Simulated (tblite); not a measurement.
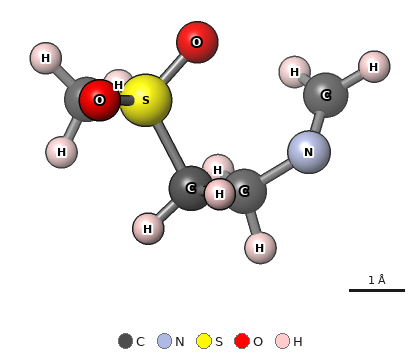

**Figure 1.** The input geometry (ball-and-stick view, seen at a tilt).

# Molecular dynamics of C$_{4}$H$_{9}$NO$_{2}$S (part 1 of 2)

The run: molecular dynamics of C$_{4}$H$_{9}$NO$_{2}$S, SMILES C=NCCS(C)(=O)=O. Method and program: GFN2-xTB Langevin dynamics, gas phase (tblite 0.8.0).

It belongs to a series of runs on one base structure; here: H on C replaced by N=CH2.

Input
```
{"job": {"kind": "md", "xc": "GFN2-xTB", "basis": "xTB", "temperature": 300, "steps": 2000, "every": 50}, "charge": 0, "multiplicity": 1}
C      1.531136     1.346661     1.775386
N      1.923595     0.482473     0.962950
C      1.270266     0.329473    -0.303733
C      0.595072    -1.029407    -0.351645
S     -0.961829    -1.012304     0.599020
C     -2.078352     0.055476    -0.368050
O     -1.498698    -2.344341     0.570685
O     -0.763623    -0.395225     1.880157
H      2.034300     1.420231     2.726649
H      0.710140     2.046031     1.588406
H      0.529298     1.122495    -0.503143
H      2.050597     0.373077    -1.071628
H      0.324077    -1.333884    -1.357902
H      1.222233    -1.786906     0.111137
H     -1.852149     1.090805    -0.152364
H     -3.085147    -0.181542    -0.047303
H     -1.957912    -0.171083    -1.419070
```

The first line tells a small driver script what to run in tblite; the rest is the geometry in Å.

Run as:
```bash
OMP_NUM_THREADS=1 python <driver script> task.json out
```

Output
```
t/fs     T/K      E/eV
    0.0   259.0   -745.40520
   25.0   211.6   -745.01883
   50.0   276.2   -744.93619
   75.0   244.7   -744.87449
  100.0   257.5   -744.91768
  125.0   288.9   -744.92680
  150.0   194.1   -744.88002
  175.0   283.9   -744.98986
  200.0   321.2   -745.03268
  225.0   196.5   -744.76044
  250.0   302.8   -744.99807
  275.0   246.4   -744.82975
  300.0   235.5   -744.71499
  325.0   363.1   -745.05833
  350.0   358.0   -745.03362
  375.0   234.9   -744.72872
  400.0   346.1   -744.81760
  425.0   320.9   -744.89232
  450.0   288.8   -744.89911
  475.0   332.3   -744.92420
  500.0   232.7   -744.84582
  525.0   317.6   -744.82719
  550.0   273.6   -744.91771
  575.0   351.5   -744.85444
  600.0   363.9   -744.73927
  625.0   400.5   -744.65742
  650.0   356.6   -744.67725
  675.0   301.2   -744.39203
  700.0   419.2   -744.81216
  725.0   287.2   -744.62695
  750.0   369.5   -744.60337
  775.0   236.6   -744.58352
  800.0   328.1   -744.96948
  825.0   334.2   -744.80828
  850.0   351.7   -744.92984
  875.0   247.3   -744.79187
  900.0   311.0   -744.92640
  925.0   205.6   -744.80828
  950.0   225.7   -745.01503
  975.0   308.6   -744.86015
 1000.0   427.4   -744.84586
```

Trajectory as extended XYZ (Å, eV, eV/Å), 28 of the 41 frames kept, from step=0 to step=40
```
17
Properties=species:S:1:pos:R:3:forces:R:3 step=0 time_fs=0.0 energy=-745.40520 temperature=259.0
C     1.5311    1.3467    1.7754    0.0051   0.0026  -0.0019
N     1.9236    0.4825    0.9630   -0.0019   0.0058   0.0015
C     1.2703    0.3295   -0.3037    0.0007   0.0010  -0.0007
C     0.5951   -1.0294   -0.3516    0.0001   0.0007  -0.0001
S    -0.9618   -1.0123    0.5990   -0.0057  -0.0005   0.0002
C    -2.0784    0.0555   -0.3680   -0.0026  -0.0007  -0.0019
O    -1.4987   -2.3443    0.5707    0.0021  -0.0003  -0.0003
O    -0.7636   -0.3952    1.8802   -0.0042   0.0007  -0.0013
H     2.0343    1.4202    2.7266   -0.0020  -0.0048   0.0017
H     0.7101    2.0460    1.5884    0.0016   0.0005   0.0078
H     0.5293    1.1225   -0.5031    0.0061   0.0052  -0.0008
H     2.0506    0.3731   -1.0716   -0.0019  -0.0012  -0.0040
H     0.3241   -1.3339   -1.3579   -0.0014  -0.0004  -0.0002
H     1.2222   -1.7869    0.1111    0.0006  -0.0008   0.0003
H    -1.8521    1.0908   -0.1524    0.0049  -0.0025  -0.0055
H    -3.0851   -0.1815   -0.0473    0.0042   0.0019   0.0020
H    -1.9579   -0.1711   -1.4191   -0.0055  -0.0072   0.0033
17
Properties=species:S:1:pos:R:3:forces:R:3 step=1 time_fs=25.0 energy=-745.01883 temperature=211.6
C     1.5563    1.3838    1.7750   -0.5047  -1.0927  -2.3963
N     1.9407    0.5078    0.9366   -0.8920   0.7679   0.8431
C     1.1604    0.3688   -0.2514    0.9076  -0.0361  -1.7123
C     0.5964   -1.0321   -0.3652   -0.5644  -0.5378   1.0541
S    -1.0014   -1.0762    0.6104    0.7773   0.3931  -0.1246
C    -2.0228    0.0669   -0.3608   -1.8865  -0.0566   1.3304
O    -1.6146   -2.3685    0.5363    0.0426  -0.2440  -0.0702
O    -0.7855   -0.5013    1.9046    0.0849  -0.0110   0.2989
H     2.0515    1.4385    2.6809    0.7470   0.3279   1.3734
H     0.6998    2.0276    1.5295    0.1790   0.0463   0.4311
H     0.4385    1.1955   -0.4252   -0.0151  -0.4299   0.2443
H     1.8716    0.3725   -1.1160   -0.0552   0.4851   0.4256
H     0.3234   -1.4101   -1.3539    0.1868   0.3800   0.1766
H     1.3570   -1.6854    0.0933   -0.5841   0.0084  -0.1179
H    -2.0860    1.0940    0.0594    0.4175  -0.8579  -0.5077
H    -3.0588   -0.3750   -0.2861    1.0732   0.4675  -0.2394
H    -1.6398   -0.0499   -1.3337    0.0859   0.3898  -1.0091
17
Properties=species:S:1:pos:R:3:forces:R:3 step=3 time_fs=75.0 energy=-744.87449 temperature=244.7
C     1.5311    1.4304    1.7632   -0.3266   1.0217   1.6351
N     1.6953    0.5711    0.9055    1.0283  -1.6456  -1.2032
C     0.8930    0.4342   -0.2714   -0.4356   0.2744   0.1785
C     0.4256   -1.0176   -0.3644   -0.2956   0.7784   0.6544
S    -1.1117   -1.1367    0.6078   -0.0672   1.2934   0.1998
C    -2.2640    0.1655   -0.1155    0.8325  -1.0822  -0.5163
O    -1.6682   -2.4346    0.3837   -0.3312  -0.1822  -0.0508
O    -0.7744   -0.7572    1.9532   -0.2162  -0.1051   0.0067
H     2.1856    1.4979    2.6665   -0.6093  -0.1338  -1.0448
H     0.6767    2.0931    1.6787   -0.1855   0.6767   0.4066
H    -0.0076    1.1003   -0.3178    0.2775  -0.1853   0.4243
H     1.5106    0.8018   -1.0906    0.2709  -0.5330  -0.2896
H     0.2422   -1.4153   -1.3350    0.0294  -0.1407  -0.5747
H     0.9889   -1.6753    0.2742    0.7307  -0.1688  -0.2162
H    -2.4525    1.0572    0.4439    0.8660   0.5391   0.1044
H    -3.2028   -0.3180   -0.0723   -0.8753  -0.7873  -0.4779
H    -1.8636    0.2389   -1.1459   -0.6926   0.3804   0.7635
17
Properties=species:S:1:pos:R:3:forces:R:3 step=4 time_fs=100.0 energy=-744.91768 temperature=257.5
C     1.4901    1.4137    1.7576   -1.0685  -1.5542  -3.1586
N     1.6835    0.5015    0.8810   -0.3088   1.4717   1.4294
C     0.8434    0.4764   -0.2854    1.0770  -0.5135   0.1473
C     0.3327   -0.9579   -0.3888    0.2435   0.9296  -1.1645
S    -1.1239   -1.1599    0.6117   -0.5366   0.6188   1.7980
C    -2.3583    0.0394    0.0447   -1.3403  -0.3913   1.6758
O    -1.7048   -2.4201    0.3469   -0.2935  -1.6433  -0.5230
O    -0.8869   -0.8733    2.0090    0.3087   0.1419  -0.4401
H     2.0358    1.4109    2.6191    1.2920   0.0590   1.8002
H     0.7069    2.1524    1.6058   -0.0855   0.2667   0.2198
H     0.0810    1.2380   -0.2645   -0.6011   0.3028  -0.0409
H     1.5341    0.6746   -1.1145   -0.1487  -0.0109  -0.1908
H    -0.0061   -1.1920   -1.4053    0.1638  -0.0974   0.2629
H     1.1776   -1.5596   -0.0890   -0.2186  -0.5304   0.1596
H    -2.3532    0.8434    0.7585    0.3755   0.5239   0.0783
H    -3.3837   -0.4210    0.2538    1.4929   0.2945  -1.0411
H    -2.1065    0.3641   -0.9234   -0.3518   0.1323  -1.0122
17
Properties=species:S:1:pos:R:3:forces:R:3 step=6 time_fs=150.0 energy=-744.88002 temperature=194.1
C     1.6305    1.3211    1.7836    0.4022   0.5283   1.1022
N     1.8511    0.4039    0.9702   -0.5907  -0.1951  -0.9877
C     1.0495    0.3962   -0.2524    0.7965  -1.6837  -0.2009
C     0.1695   -0.8967   -0.4047    1.4542   0.2653   0.3104
S    -1.2784   -1.1536    0.6625    1.0080   1.0736   1.4253
C    -2.5784    0.0356    0.0816    1.4604   0.9126  -0.3761
O    -1.6791   -2.4983    0.3694   -0.4007   0.0693   0.0716
O    -0.8606   -0.8308    2.0339   -0.8765  -0.2956  -1.4759
H     2.2281    1.2926    2.7295   -0.6709   0.1937  -0.9239
H     0.9133    2.1888    1.6459    0.5701  -0.8556   0.1341
H     0.3878    1.2193   -0.2086   -0.8896   1.1766  -0.3605
H     1.7201    0.4650   -1.1883   -0.7272  -0.1317   1.4447
H    -0.1431   -0.9163   -1.4261   -0.4078  -0.2596  -0.5120
H     0.7125   -1.8331   -0.1637    0.0155   0.6809  -0.2309
H    -2.4980    1.0214    0.5739    0.3298  -0.6175  -0.2564
H    -3.5012   -0.3675    0.3624   -1.1993  -0.6848   0.0439
H    -2.4418    0.1417   -1.0124   -0.2740  -0.1767   0.7921
17
Properties=species:S:1:pos:R:3:forces:R:3 step=7 time_fs=175.0 energy=-744.98986 temperature=283.9
C     1.7434    1.2391    1.8371   -1.3770   0.4547  -2.1218
N     1.7612    0.3448    0.9430   -0.0735   1.1216   0.2884
C     0.9760    0.4507   -0.2773    0.8061  -0.3096   0.6574
C     0.2005   -0.8421   -0.4531   -0.6391   0.6882  -1.6241
S    -1.2265   -1.1185    0.6272   -1.3645  -0.6846   2.3920
C    -2.5317    0.0268    0.1324   -0.7142  -0.1878  -0.7660
O    -1.8141   -2.4373    0.4318    0.9589   0.7208  -0.4431
O    -0.9449   -0.8108    2.0303    0.3125  -0.0236  -1.4157
H     2.4622    1.2186    2.5897    0.6827  -0.3217   1.1823
H     1.0833    2.1753    1.8084    0.6083  -1.0433  -0.0657
H     0.3232    1.3372   -0.3079    0.0390  -0.0635  -0.0030
H     1.7569    0.5168   -1.0951   -0.8102  -0.0044   0.6404
H    -0.1591   -0.8763   -1.5063   -0.1146  -0.1451   0.7067
H     0.8032   -1.6930   -0.2914    0.7702  -0.8099   0.2834
H    -2.2140    1.0242    0.3030    0.2366   0.7513   0.3553
H    -3.4690   -0.1825    0.6912    0.8561   0.0007  -0.4365
H    -2.6753   -0.0954   -0.9474   -0.1772  -0.1439   0.3702
17
Properties=species:S:1:pos:R:3:forces:R:3 step=9 time_fs=225.0 energy=-744.76044 temperature=196.5
C     1.7388    1.1551    1.7226    1.6308   0.3427   3.1917
N     1.7136    0.3484    0.7955    0.3495  -0.1911  -0.2498
C     0.7622    0.5669   -0.2361   -0.7090  -0.9926   0.4793
C     0.0947   -0.8035   -0.4499    1.1326  -0.3651   1.3498
S    -1.2546   -1.0523    0.6964    0.1382   0.5330   0.0622
C    -2.4231    0.2094    0.1998   -1.0960   1.4913  -1.3305
O    -1.8098   -2.3348    0.3734   -0.1937  -0.0625   0.2889
O    -0.8170   -0.7664    2.0336   -0.1812  -0.1812   0.0298
H     2.5196    1.0804    2.5747   -1.1389  -0.1411  -1.5521
H     1.0215    1.9355    1.9066   -0.3884   0.5307  -0.1466
H     0.0102    1.3778    0.0122    0.5963  -0.6574  -0.3290
H     1.4160    0.8475   -1.0336   -0.1005   0.2327  -1.1512
H    -0.3492   -0.9831   -1.3910   -0.0085  -0.2109  -0.9598
H     0.7464   -1.6565   -0.0539   -0.3789   1.1951  -1.1158
H    -2.0430    1.2325   -0.1045    0.0074  -1.4087   0.5195
H    -3.1424    0.3646    0.9695   -0.2172   0.1024   0.9249
H    -3.0471   -0.1434   -0.6309    0.5573  -0.2175  -0.0114
17
Properties=species:S:1:pos:R:3:forces:R:3 step=10 time_fs=250.0 energy=-744.99807 temperature=302.8
C     1.7599    1.1241    1.8013   -0.5906  -0.4912  -0.2387
N     1.7951    0.4529    0.7449    0.1720   0.0779   0.2439
C     0.7620    0.5857   -0.2429   -0.5517  -0.4108   1.1122
C     0.1458   -0.8323   -0.5112   -0.2750   1.9937   0.8877
S    -1.2620   -1.0111    0.7099    0.1721  -0.1479  -0.5004
C    -2.5506    0.2080    0.2818   -0.2421   0.0174  -0.6694
O    -1.9138   -2.2602    0.4662    0.0390  -0.6229  -0.0821
O    -0.7580   -0.7840    2.0296    0.0372   0.3239   0.2062
H     2.4919    0.9450    2.5348    1.0010  -0.1446   0.5267
H     0.9755    1.7941    2.1505   -0.3140   0.1864  -0.4092
H    -0.0426    1.2272    0.2163    0.3270  -0.1412  -0.7920
H     1.2678    1.0832   -1.0773   -0.5060  -0.3492  -0.2698
H    -0.3243   -0.8612   -1.4717    0.0310  -0.3676  -0.4494
H     0.8556   -1.6051   -0.2690    0.0216  -0.1788  -0.2373
H    -2.1517    1.1271   -0.0741    0.4270   0.6789   0.0288
H    -3.2276    0.3638    1.0851   -0.0147   0.1513   1.0397
H    -3.1980   -0.1669   -0.4960    0.2662  -0.5755  -0.3969
17
Properties=species:S:1:pos:R:3:forces:R:3 step=12 time_fs=300.0 energy=-744.71499 temperature=235.5
C     1.7546    1.0119    1.7829    0.7476   1.6798   1.9330
N     1.8642    0.5957    0.6320    0.0144  -1.6284  -1.7211
C     0.7158    0.5712   -0.2741    1.1561   1.3802  -0.6797
C    -0.0549   -0.6944   -0.5496    0.6898  -0.4090   0.5923
S    -1.3534   -1.0085    0.7555    1.0836   0.3722  -0.9289
C    -2.6351    0.2818    0.5986   -0.3748   0.0106  -1.0228
O    -1.9051   -2.2925    0.4590   -0.4010  -0.3485   0.1243
O    -0.6662   -0.8075    1.9902   -0.0471  -0.0628   0.7254
H     2.7028    1.1663    2.4057   -1.4128  -0.5703  -0.8450
H     0.8324    1.4740    2.1928    0.2828  -0.3483   0.0718
H     0.0648    1.3487    0.0864   -0.8878   0.5299   0.0338
H     1.1444    0.9282   -1.2717   -0.3119  -0.3572   1.0299
H    -0.5100   -0.5827   -1.5440    0.1564  -0.6669   0.4899
H     0.6869   -1.5281   -0.3994   -1.1080   0.4499  -0.5989
H    -2.2835    0.9630   -0.2345   -0.5334  -0.3944   1.5495
H    -2.8963    0.6519    1.5916    0.7204   0.5322  -0.4471
H    -3.5573   -0.1995    0.2745    0.2258  -0.1692  -0.3064
17
Properties=species:S:1:pos:R:3:forces:R:3 step=13 time_fs=325.0 energy=-745.05833 temperature=363.1
C     1.7924    1.0053    1.7265    0.2770  -0.7044  -0.0178
N     1.7546    0.5000    0.5810    1.0811  -0.3509   0.4173
C     0.6637    0.6645   -0.2926   -0.5846   0.3466  -0.0637
C    -0.1127   -0.6302   -0.5344    0.4055  -0.6042   0.5376
S    -1.3073   -1.0044    0.8023   -0.3864   0.5959  -1.0385
C    -2.6008    0.3149    0.7849    0.1361  -0.8268  -1.0600
O    -1.9000   -2.2406    0.3748   -0.1214  -0.1743   0.4110
O    -0.6530   -0.8960    2.0633    0.1982  -0.2528   0.6007
H     2.6610    0.8039    2.3649   -0.3803   0.1563  -0.4160
H     0.9668    1.5424    2.1663   -0.2863   0.4367   0.2049
H    -0.0359    1.4366    0.1008   -0.1946  -0.2126  -0.0599
H     1.0516    1.0690   -1.2412    0.0476  -0.3157   0.0683
H    -0.6854   -0.5223   -1.4355   -0.2455  -0.2711  -0.3403
H     0.4267   -1.6274   -0.5054   -0.0891   1.4965  -0.3091
H    -2.4625    0.9632   -0.0683    0.1554   0.1753   0.1911
H    -2.5585    0.7482    1.7288    0.4836   1.1573   1.2482
H    -3.5771   -0.1120    0.7394   -0.4962  -0.6518  -0.3739
17
Properties=species:S:1:pos:R:3:forces:R:3 step=15 time_fs=375.0 energy=-744.72872 temperature=234.9
C     1.9209    1.0315    1.7199    1.4453  -0.0042   1.0519
N     1.6456    0.4142    0.6837   -1.2821  -0.2680  -0.7934
C     0.4478    0.8013   -0.0744    1.9476   0.6952  -0.2096
C    -0.1926   -0.4559   -0.5333   -2.0624   0.3330   0.9550
S    -1.2553   -0.9871    0.8646   -0.2636  -2.2271   0.8668
C    -2.4530    0.3901    1.0029    0.6068   0.6001   0.1590
O    -1.9154   -2.2164    0.3983    0.3730   1.4672   0.4880
O    -0.6057   -1.1027    2.1759   -0.3949   0.4489  -1.6315
H     2.8279    0.6532    2.2875   -1.2521   0.8142  -0.5806
H     1.3733    1.9367    2.0284    0.2291  -0.2867   0.4048
H    -0.1148    1.6306    0.4235   -0.0714  -0.9107  -0.2464
H     0.8428    1.1987   -0.9960    0.4336   0.7961  -0.5281
H    -0.8972   -0.4021   -1.3628   -0.0647   0.4062   0.1455
H     0.5140   -1.1808   -0.7988    1.0732  -1.0015   0.0669
H    -2.9503    0.5100    0.0065    0.5789   0.2595   1.2339
H    -1.8408    1.2523    1.4421   -1.1112  -1.0483  -1.1081
H    -3.1374    0.0979    1.7918   -0.1852  -0.0737  -0.2740
17
Properties=species:S:1:pos:R:3:forces:R:3 step=16 time_fs=400.0 energy=-744.81760 temperature=346.1
C     1.8926    1.0373    1.8258   -0.2554  -0.2752  -1.1216
N     1.6631    0.5018    0.7140   -0.4394  -0.1648  -0.1433
C     0.4986    0.8133   -0.0664    0.3331   2.4929   0.6467
C    -0.3473   -0.3297   -0.4547    0.2803  -2.2884  -0.1769
S    -1.3242   -1.0157    0.8967   -0.3433   0.1495   0.8411
C    -2.4706    0.4235    1.0928   -0.7318  -1.0846  -0.5513
O    -2.0479   -2.1846    0.3773    1.0008   1.2615   0.9719
O    -0.5002   -1.0503    2.1056   -1.0438  -0.5569  -1.0860
H     2.8307    0.7382    2.2210    0.4267   0.0553   0.7531
H     1.2619    1.7831    2.3134   -0.0037  -0.0488   0.0723
H    -0.1273    1.6510    0.4921    0.6738  -1.2446  -0.8108
H     0.8774    1.3333   -0.9807   -0.1149  -0.3860   0.3579
H    -1.1043   -0.1281   -1.1608   -0.6964   0.6850  -0.8476
H     0.1321   -1.2593   -0.8448    0.4164   0.9060   0.3078
H    -3.1276    0.4389    0.1799    0.8002   0.2668   1.1245
H    -1.8015    1.2416    1.2472    0.0137   0.4701  -0.3556
H    -3.0403    0.3248    2.0023   -0.3162  -0.2379   0.0178
17
Properties=species:S:1:pos:R:3:forces:R:3 step=18 time_fs=450.0 energy=-744.89911 temperature=288.8
C     1.7066    0.9349    1.9394    0.7215   0.0737   0.1174
N     1.5953    0.5340    0.7636    0.8771  -1.1886   0.3375
C     0.5470    0.9640   -0.0724   -0.1333   0.2525  -0.1524
C    -0.3461   -0.2030   -0.4656   -1.4347   1.5945  -0.8784
S    -1.3821   -0.8574    0.8983   -1.2740   2.7283  -2.0259
C    -2.8382    0.2748    1.2070    1.6907   0.4885   0.4759
O    -2.0229   -2.0092    0.4473   -0.9060  -2.7529  -1.0005
O    -0.5823   -0.8937    2.0248    1.8303  -0.2111   3.1128
H     2.5549    0.6054    2.5848   -0.9699   0.2727  -0.7112
H     1.0215    1.7015    2.2676   -0.1781   0.3280   0.8520
H     0.0226    1.8418    0.3244   -0.5108  -0.0061   0.2215
H     1.0553    1.2834   -0.9716    0.1252   0.2490  -0.6175
H    -1.0530    0.1188   -1.2893    0.6275  -0.3666   0.8795
H     0.2961   -0.9478   -0.8530    0.3403  -1.0742  -0.0975
H    -3.3150    0.5269    0.2926   -0.1713   0.1806  -0.5769
H    -2.4693    1.1489    1.7599   -0.3083  -0.2997  -0.2965
H    -3.4802   -0.3207    1.8133   -0.3261  -0.2686   0.3605
17
Properties=species:S:1:pos:R:3:forces:R:3 step=19 time_fs=475.0 energy=-744.92420 temperature=332.3
C     1.6428    0.8535    1.9825   -0.0968  -0.4303   0.0466
N     1.5448    0.5048    0.7881    0.1740  -0.6269  -0.0881
C     0.4748    1.0095   -0.0242   -0.0320  -0.8864   0.6684
C    -0.3855   -0.1761   -0.4748    0.8335   0.3994   0.6110
S    -1.4114   -0.7935    0.9348    0.0324  -1.5106  -3.2525
C    -2.8473    0.1891    1.2277   -0.1958   1.3315  -0.3971
O    -1.9324   -2.0141    0.3218    0.4403   0.2882   1.2750
O    -0.6012   -0.7446    2.0868    0.5655  -0.6058   1.5102
H     2.3680    0.3439    2.6257   -0.2688   0.5856  -0.3442
H     0.9276    1.5752    2.3675    0.1068   0.1801   0.6841
H    -0.0733    1.7942    0.4710   -0.7560   0.3733   0.4697
H     0.9654    1.4432   -0.8378    0.6518   0.6830  -1.7404
H    -1.0486    0.0223   -1.2978   -0.1254   0.1394  -0.1840
H     0.3402   -0.9769   -0.7382   -0.8020   0.2705   0.2663
H    -3.1952    0.5768    0.2710   -0.2095  -0.2713   0.1462
H    -2.5260    1.0289    1.8302   -0.2340  -0.0354   0.3004
H    -3.5643   -0.4572    1.7082   -0.0841   0.1157   0.0284
```
